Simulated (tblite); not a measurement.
**Geometry relaxation of C₅H₁₃PSi (part 1 of 3)**

- system: C₅H₁₃PSi
- method: GFN2-xTB geometry optimisation, gas phase (tblite 0.8.0)

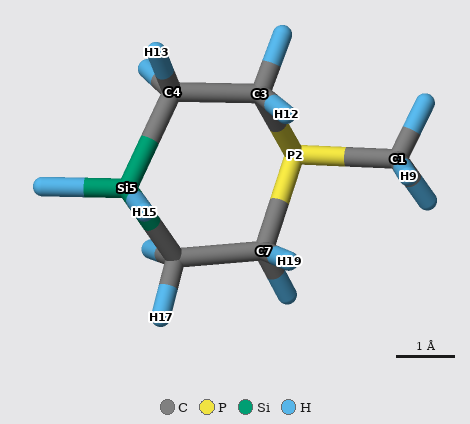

**Figure 1.** The input geometry (stick view, seen at a tilt; atoms are numbered from 1 in the order of the input).

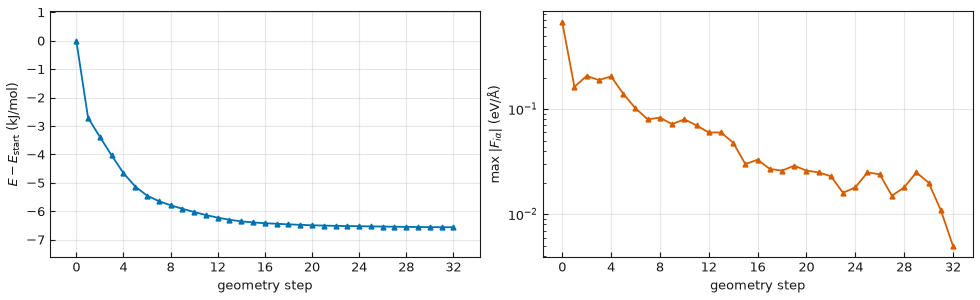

**Figure 2.** Progress of the relaxation, step by step (steps are counted from 0).

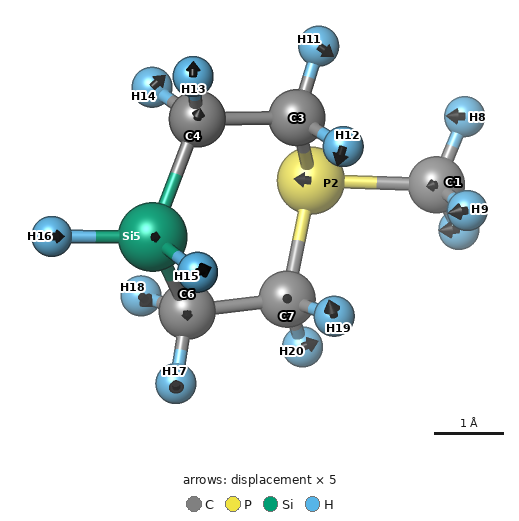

**Figure 3.** The starting structure with the displacements as black arrows, magnified 5 times (ball-and-stick view, seen at a tilt). The two geometries are laid on each other by the best rigid fit. H10 moves most after the best rigid fit: 0.063 Å. Largest moves by element: H 0.063 Å, P 0.052 Å, C 0.038 Å, Si 0.027 Å. Distances before and after: C1–P2 1.831 → 1.852 Å, C4–Si5 1.883 → 1.902 Å, P2–C3 1.879 → 1.861 Å, C4–H13 1.108 → 1.092 Å. Among the angles that change: Si5–C6–H17 107.9° → 110.5°, Si5–C6–C7 114.0° → 111.5°, C4–Si5–C6 105.0° → 107.4°. The energy falls by 6.56 kJ/mol in 32 geometry steps. Largest force component: 0.67 eV/Å at the start, 0.005 eV/Å at the end. (Atoms are counted from 1 in the order of the input.)

The input and output of the run follow.

### Input file
```
{"job": {"kind": "relax", "xc": "GFN2-xTB", "basis": "xTB"}, "charge": 0, "multiplicity": 1}
C     -2.530400     0.633500     0.818200
P     -1.350100     0.132500    -0.488900
C     -0.497200    -1.288800     0.396800
C      0.742700    -1.759100    -0.359900
Si     2.107900    -0.468000    -0.476600
C      1.234500     1.121500    -1.029100
C     -0.039100     1.435600    -0.245400
H     -3.310400    -0.119100     0.942400
H     -2.045900     0.775800     1.788900
H     -3.028900     1.575100     0.545200
H     -1.225600    -2.113500     0.461600
H     -0.255600    -0.993400     1.420200
H      1.148300    -2.641400     0.173800
H      0.479700    -2.090300    -1.367500
H      2.717800    -0.250000     0.855900
H      3.153000    -0.872000    -1.443700
H      1.943900     1.957900    -0.907400
H      1.012100     1.037300    -2.096800
H      0.182800     1.547700     0.832100
H     -0.444900     2.389400    -0.582100
```

The first line tells a small driver script what to run in tblite; the rest is the geometry in Å.

Launch command:
```bash
OMP_NUM_THREADS=1 python <driver script> task.json out
```

### The program's output
```
step      E/eV     max force
  0    -586.92033    0.802
  1    -586.94846    0.239
  2    -586.95537    0.211
  3    -586.96215    0.262
  4    -586.96857    0.293
  5    -586.97347    0.201
  6    -586.97678    0.106
  7    -586.97879    0.110
  8    -586.98029    0.138
  9    -586.98158    0.101
 10    -586.98277    0.081
 11    -586.98387    0.071
 12    -586.98482    0.093
 13    -586.98559    0.082
 14    -586.98617    0.049
 15    -586.98657    0.036
 16    -586.98684    0.046
 17    -586.98706    0.042
 18    -586.98726    0.033
 19    -586.98744    0.032
 20    -586.98760    0.034
 21    -586.98772    0.028
 22    -586.98781    0.024
 23    -586.98788    0.019
 24    -586.98794    0.023
 25    -586.98801    0.026
 26    -586.98807    0.026
 27    -586.98813    0.016
 28    -586.98818    0.020
 29    -586.98823    0.028
 30    -586.98828    0.022
 31    -586.98831    0.014
 32    -586.98832    0.006
```

### Trajectory as extended XYZ (Å, eV, eV/Å), 33 frames, from step=0 to step=32
```
20
Properties=species:S:1:pos:R:3:forces:R:3 step=0 energy=-586.92033
C    -2.5304    0.6335    0.8182   -0.3600   0.3950   0.5690
P    -1.3501    0.1325   -0.4889    0.3500  -0.3360  -0.4000
C    -0.4972   -1.2888    0.3968   -0.2920   0.0790  -0.2430
C     0.7427   -1.7591   -0.3599    0.1260  -0.6730   0.4180
Si    2.1079   -0.4680   -0.4766    0.2940   0.2030   0.1190
C     1.2345    1.1215   -1.0291    0.3590   0.2810   0.0310
C    -0.0391    1.4356   -0.2454    0.1840  -0.1070   0.3610
H    -3.3104   -0.1191    0.9424    0.0820  -0.0520  -0.1340
H    -2.0459    0.7758    1.7889    0.0570  -0.0050  -0.0860
H    -3.0289    1.5751    0.5452    0.2050  -0.2470  -0.0440
H    -1.2256   -2.1135    0.4616    0.0740   0.1880  -0.0520
H    -0.2556   -0.9934    1.4202    0.1130   0.0700   0.0190
H     1.1483   -2.6414    0.1738   -0.2110   0.2060  -0.3000
H     0.4797   -2.0903   -1.3675   -0.1500  -0.0140   0.1220
H     2.7178   -0.2500    0.8559   -0.0590  -0.0400  -0.1400
H     3.1530   -0.8720   -1.4437   -0.2040   0.0720   0.1630
H     1.9439    1.9579   -0.9074   -0.2910  -0.1310  -0.1540
H     1.0121    1.0373   -2.0968   -0.0920   0.1440   0.1030
H     0.1828    1.5477    0.8321   -0.0170  -0.1230  -0.2620
H    -0.4449    2.3894   -0.5821   -0.1700   0.0910  -0.0900
20
Properties=species:S:1:pos:R:3:forces:R:3 step=1 energy=-586.94846
C    -2.5355    0.6392    0.8263   -0.0690   0.0350   0.1580
P    -1.3451    0.1277   -0.4946    0.1360  -0.1150  -0.1590
C    -0.5014   -1.2877    0.3933   -0.0210   0.0470  -0.0500
C     0.7445   -1.7687   -0.3539    0.0080  -0.1020   0.0840
Si    2.1121   -0.4651   -0.4749    0.0650   0.0680   0.0900
C     1.2396    1.1255   -1.0287    0.0960   0.0390   0.0380
C    -0.0365    1.4340   -0.2403    0.1040  -0.0040  -0.0170
H    -3.3092   -0.1198    0.9405    0.0490  -0.0460  -0.0920
H    -2.0451    0.7757    1.7877    0.1020   0.0230   0.0570
H    -3.0259    1.5716    0.5446    0.0850  -0.0340  -0.0700
H    -1.2245   -2.1108    0.4609   -0.0240   0.1040  -0.0440
H    -0.2540   -0.9924    1.4205    0.0530   0.0500  -0.0940
H     1.1453   -2.6385    0.1695   -0.0740  -0.1410  -0.0670
H     0.4776   -2.0905   -1.3657   -0.1050  -0.0200   0.1630
H     2.7169   -0.2506    0.8538   -0.0160  -0.0220  -0.0570
H     3.1501   -0.8710   -1.4414   -0.1410   0.0530   0.1130
H     1.9397    1.9560   -0.9096   -0.0950   0.0930  -0.1170
H     1.0108    1.0394   -2.0954   -0.0790   0.1380   0.1130
H     0.1826    1.5459    0.8283    0.0250  -0.1010  -0.0330
H    -0.4473    2.3907   -0.5833   -0.1000  -0.0650  -0.0160
20
Properties=species:S:1:pos:R:3:forces:R:3 step=2 energy=-586.95537
C    -2.5375    0.6406    0.8304    0.0860  -0.0640  -0.0190
P    -1.3418    0.1249   -0.4983    0.0320  -0.0010  -0.0320
C    -0.5023   -1.2866    0.3919    0.0600   0.0120  -0.0060
C     0.7449   -1.7719   -0.3516    0.0050   0.0540   0.0250
Si    2.1139   -0.4634   -0.4729   -0.0480   0.0050   0.0630
C     1.2421    1.1267   -1.0279    0.0170  -0.0040   0.0300
C    -0.0342    1.4338   -0.2400    0.0440  -0.0080  -0.0750
H    -3.3081   -0.1208    0.9385    0.0260  -0.0510  -0.0630
H    -2.0431    0.7761    1.7886    0.0920   0.0230   0.0710
H    -3.0239    1.5705    0.5432    0.0490   0.0210  -0.0650
H    -1.2248   -2.1085    0.4600   -0.0520   0.0740  -0.0360
H    -0.2528   -0.9913    1.4187    0.0350   0.0550  -0.0910
H     1.1435   -2.6408    0.1677   -0.0400  -0.2070  -0.0040
H     0.4753   -2.0909   -1.3624   -0.0930  -0.0280   0.1200
H     2.7165   -0.2511    0.8525    0.0110  -0.0100   0.0050
H     3.1471   -0.8698   -1.4390   -0.0950   0.0370   0.0730
H     1.9374    1.9575   -0.9122   -0.0200   0.1570  -0.0940
H     1.0091    1.0423   -2.0930   -0.0690   0.1140   0.0810
H     0.1830    1.5438    0.8272    0.0310  -0.0900   0.0160
H    -0.4495    2.3896   -0.5838   -0.0720  -0.0910   0.0000
20
Properties=species:S:1:pos:R:3:forces:R:3 step=3 energy=-586.96215
C    -2.5372    0.6407    0.8337    0.1890  -0.1080  -0.1450
P    -1.3382    0.1224   -0.5024   -0.0470   0.0890   0.0760
C    -0.5020   -1.2855    0.3903    0.0930  -0.0140   0.0250
C     0.7456   -1.7740   -0.3485    0.0140   0.0860  -0.0060
Si    2.1144   -0.4618   -0.4699   -0.1330  -0.0390   0.0310
C     1.2449    1.1281   -1.0266   -0.0330   0.0100   0.0120
C    -0.0312    1.4331   -0.2408   -0.0280  -0.0210  -0.0620
H    -3.3066   -0.1228    0.9353    0.0310  -0.0340  -0.0320
H    -2.0393    0.7770    1.7908    0.0570   0.0100   0.0360
H    -3.0209    1.5698    0.5405    0.0410   0.0250  -0.0430
H    -1.2262   -2.1047    0.4583   -0.0640   0.0460  -0.0250
H    -0.2508   -0.9890    1.4153    0.0200   0.0640  -0.0540
H     1.1409   -2.6471    0.1658   -0.0280  -0.1880   0.0260
H     0.4711   -2.0919   -1.3570   -0.0720  -0.0280   0.0590
H     2.7164   -0.2517    0.8515    0.0370   0.0040   0.0730
H     3.1422   -0.8680   -1.4352   -0.0390   0.0160   0.0230
H     1.9347    1.9623   -0.9165    0.0320   0.1750  -0.0630
H     1.0061    1.0474   -2.0893   -0.0540   0.0730   0.0240
H     0.1841    1.5398    0.8263    0.0250  -0.0730   0.0350
H    -0.4531    2.3868   -0.5843   -0.0400  -0.0940   0.0100
20
Properties=species:S:1:pos:R:3:forces:R:3 step=4 energy=-586.96857
C    -2.5338    0.6393    0.8351    0.2050  -0.0960  -0.1860
P    -1.3349    0.1212   -0.5056   -0.0750   0.1150   0.1250
C    -0.5004   -1.2845    0.3888    0.0740  -0.0250   0.0410
C     0.7468   -1.7760   -0.3447    0.0040   0.0290  -0.0240
Si    2.1127   -0.4606   -0.4659   -0.1530  -0.0480   0.0070
C     1.2477    1.1304   -1.0250   -0.0590   0.0530  -0.0150
C    -0.0285    1.4319   -0.2422   -0.0790  -0.0260  -0.0070
H    -3.3041   -0.1255    0.9312    0.0640   0.0020  -0.0080
H    -2.0343    0.7780    1.7935    0.0100  -0.0110  -0.0320
H    -3.0166    1.5690    0.5369    0.0540  -0.0100  -0.0130
H    -1.2288   -2.0996    0.4561   -0.0570   0.0240  -0.0070
H    -0.2483   -0.9853    1.4109    0.0070   0.0710   0.0050
H     1.1372   -2.6568    0.1638   -0.0270  -0.1140   0.0340
H     0.4652   -2.0935   -1.3501   -0.0410  -0.0220  -0.0090
H     2.7170   -0.2523    0.8519    0.0460   0.0140   0.1170
H     3.1363   -0.8657   -1.4307    0.0110  -0.0040  -0.0230
H     1.9322    1.9703   -0.9224    0.0500   0.1420  -0.0260
H     1.0018    1.0542   -2.0849   -0.0330   0.0230  -0.0390
H     0.1856    1.5341    0.8256    0.0120  -0.0500   0.0380
H    -0.4579    2.3822   -0.5848   -0.0130  -0.0690   0.0190
20
Properties=species:S:1:pos:R:3:forces:R:3 step=5 energy=-586.97347
C    -2.5280    0.6371    0.8337    0.1400  -0.0470  -0.1360
P    -1.3329    0.1216   -0.5066   -0.0410   0.0660   0.0930
C    -0.4983   -1.2839    0.3881    0.0220  -0.0170   0.0430
C     0.7479   -1.7782   -0.3417   -0.0220  -0.0480  -0.0280
Si    2.1090   -0.4601   -0.4623   -0.1020  -0.0210  -0.0010
C     1.2494    1.1337   -1.0240   -0.0600   0.0820  -0.0350
C    -0.0276    1.4303   -0.2428   -0.0780  -0.0160   0.0440
H    -3.3006   -0.1277    0.9276    0.0950   0.0280   0.0040
H    -2.0300    0.7785    1.7948   -0.0180  -0.0300  -0.0870
H    -3.0116    1.5676    0.5337    0.0700  -0.0450   0.0070
H    -1.2318   -2.0947    0.4541   -0.0380   0.0130   0.0130
H    -0.2460   -0.9808    1.4076   -0.0010   0.0660   0.0530
H     1.1334   -2.6664    0.1623   -0.0280  -0.0320   0.0290
H     0.4595   -2.0952   -1.3445   -0.0140  -0.0160  -0.0600
H     2.7182   -0.2526    0.8541    0.0300   0.0160   0.1100
H     3.1313   -0.8638   -1.4272    0.0300  -0.0130  -0.0410
H     1.9306    1.9793   -0.9279    0.0330   0.0790   0.0050
H     0.9975    1.0603   -2.0820   -0.0130  -0.0120  -0.0760
H     0.1870    1.5284    0.8254   -0.0020  -0.0260   0.0360
H    -0.4622    2.3773   -0.5849   -0.0030  -0.0250   0.0260
20
Properties=species:S:1:pos:R:3:forces:R:3 step=6 energy=-586.97678
C    -2.5218    0.6349    0.8308    0.0490   0.0020  -0.0500
P    -1.3319    0.1227   -0.5059    0.0230  -0.0140   0.0120
C    -0.4966   -1.2837    0.3884   -0.0250  -0.0020   0.0380
C     0.7480   -1.7810   -0.3401   -0.0450  -0.0810  -0.0210
Si    2.1050   -0.4599   -0.4598   -0.0250   0.0150  -0.0010
C     1.2495    1.1376   -1.0240   -0.0420   0.0700  -0.0390
C    -0.0282    1.4290   -0.2424   -0.0390   0.0040   0.0610
H    -3.2961   -0.1286    0.9250    0.1020   0.0270   0.0030
H    -2.0273    0.7783    1.7939   -0.0140  -0.0380  -0.0980
H    -3.0068    1.5657    0.5316    0.0730  -0.0510   0.0060
H    -1.2346   -2.0910    0.4530   -0.0190   0.0090   0.0330
H    -0.2443   -0.9764    1.4062   -0.0070   0.0490   0.0680
H     1.1302   -2.6736    0.1619   -0.0280   0.0200   0.0190
H     0.4552   -2.0966   -1.3417    0.0020  -0.0140  -0.0810
H     2.7195   -0.2526    0.8576   -0.0020   0.0100   0.0650
H     3.1284   -0.8628   -1.4255    0.0200  -0.0100  -0.0310
H     1.9299    1.9868   -0.9316   -0.0030   0.0170   0.0210
H     0.9943    1.0644   -2.0813    0.0010  -0.0250  -0.0780
H     0.1879    1.5239    0.8260   -0.0120  -0.0080   0.0350
H    -0.4654    2.3735   -0.5844   -0.0090   0.0190   0.0350
20
Properties=species:S:1:pos:R:3:forces:R:3 step=7 energy=-586.97879
C    -2.5172    0.6335    0.8279   -0.0080   0.0240   0.0050
P    -1.3310    0.1231   -0.5053    0.0690  -0.0660  -0.0550
C    -0.4960   -1.2837    0.3894   -0.0400   0.0060   0.0310
C     0.7472   -1.7837   -0.3398   -0.0460  -0.0590  -0.0130
Si    2.1021   -0.4595   -0.4584    0.0220   0.0330   0.0000
C     1.2485    1.1410   -1.0247   -0.0190   0.0330  -0.0300
C    -0.0293    1.4284   -0.2412    0.0030   0.0200   0.0450
H    -3.2917   -0.1286    0.9237    0.0800   0.0040  -0.0020
H    -2.0260    0.7775    1.7917    0.0140  -0.0350  -0.0680
H    -3.0027    1.5638    0.5305    0.0590  -0.0260  -0.0070
H    -1.2366   -2.0888    0.4531   -0.0110   0.0080   0.0490
H    -0.2436   -0.9730    1.4068   -0.0090   0.0280   0.0540
H     1.1280   -2.6774    0.1621   -0.0260   0.0360   0.0110
H     0.4529   -2.0978   -1.3418    0.0070  -0.0140  -0.0710
H     2.7201   -0.2523    0.8608   -0.0310   0.0040   0.0160
H     3.1271   -0.8624   -1.4251   -0.0020  -0.0020  -0.0110
H     1.9295    1.9914   -0.9333   -0.0320  -0.0190   0.0230
H     0.9926    1.0662   -2.0825    0.0060  -0.0200  -0.0530
H     0.1882    1.5213    0.8272   -0.0140   0.0030   0.0330
H    -0.4673    2.3717   -0.5834   -0.0190   0.0430   0.0440
20
Properties=species:S:1:pos:R:3:forces:R:3 step=8 energy=-586.98029
C    -2.5138    0.6327    0.8255   -0.0240   0.0200   0.0170
P    -1.3292    0.1223   -0.5056    0.0810  -0.0740  -0.0830
C    -0.4962   -1.2837    0.3909   -0.0300   0.0050   0.0210
C     0.7456   -1.7863   -0.3401   -0.0310  -0.0110  -0.0090
Si    2.1003   -0.4588   -0.4576    0.0330   0.0300  -0.0020
C     1.2473    1.1437   -1.0259    0.0000  -0.0080  -0.0150
C    -0.0301    1.4285   -0.2396    0.0280   0.0260   0.0150
H    -3.2871   -0.1285    0.9228    0.0420  -0.0250  -0.0070
H    -2.0248    0.7761    1.7888    0.0470  -0.0260  -0.0260
H    -2.9989    1.5622    0.5296    0.0360   0.0100  -0.0240
H    -1.2383   -2.0872    0.4542   -0.0100   0.0050   0.0610
H    -0.2434   -0.9702    1.4083   -0.0100   0.0070   0.0270
H     1.1260   -2.6794    0.1627   -0.0230   0.0330   0.0020
H     0.4516   -2.0988   -1.3434    0.0080  -0.0110  -0.0400
H     2.7200   -0.2521    0.8635   -0.0520   0.0000  -0.0200
H     3.1264   -0.8622   -1.4252   -0.0200   0.0060   0.0080
H     1.9288    1.9943   -0.9338   -0.0460  -0.0340   0.0170
H     0.9916    1.0669   -2.0845    0.0070  -0.0090  -0.0200
H     0.1881    1.5196    0.8288   -0.0130   0.0070   0.0250
H    -0.4689    2.3714   -0.5817   -0.0250   0.0490   0.0530
```
